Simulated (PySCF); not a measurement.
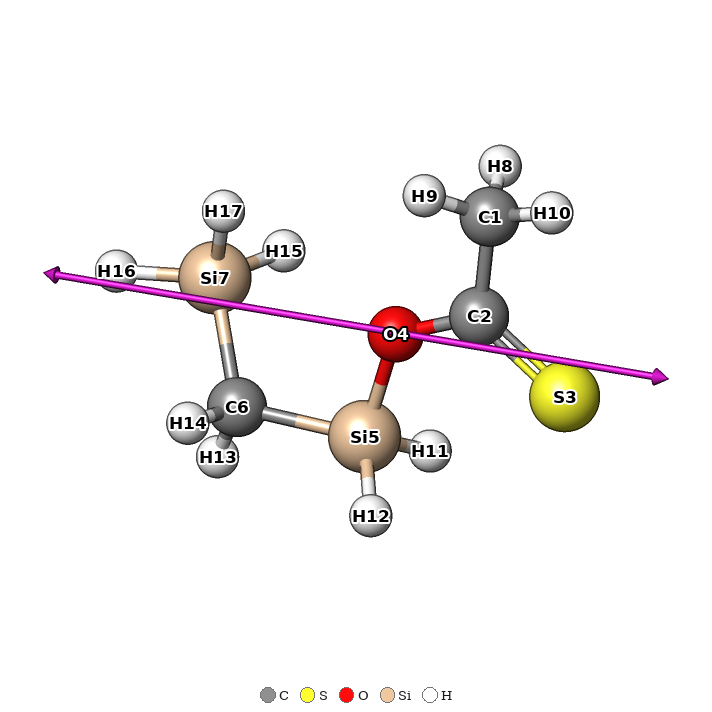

The double arrow shows the direction of the transition dipole to excited singlet state 4 (its length means nothing). The geometry was computed by an optimisation with GFN2-xTB. No frequency run is at hand to confirm it as a minimum. Level of theory: TDDFT B3LYP/def2-SVPD, vertical, gas phase, core orbitals frozen in the response (PySCF 2.14.0).

How is the transition polarised?

Answer. Nearly parallel to the Si5–C6 bond.

Give its energy, strength and character.

Answer. 5.88 eV (211 nm), oscillator strength 0.14, mainly HOMO → LUMO+2 (weight 0.77); transition dipole 2.48 D.

The geometry is semi-empirical. Around Si such bond lengths and angles can be off by a tenth of an ångström or more and by several degrees, and values that hang on the shape move with them.
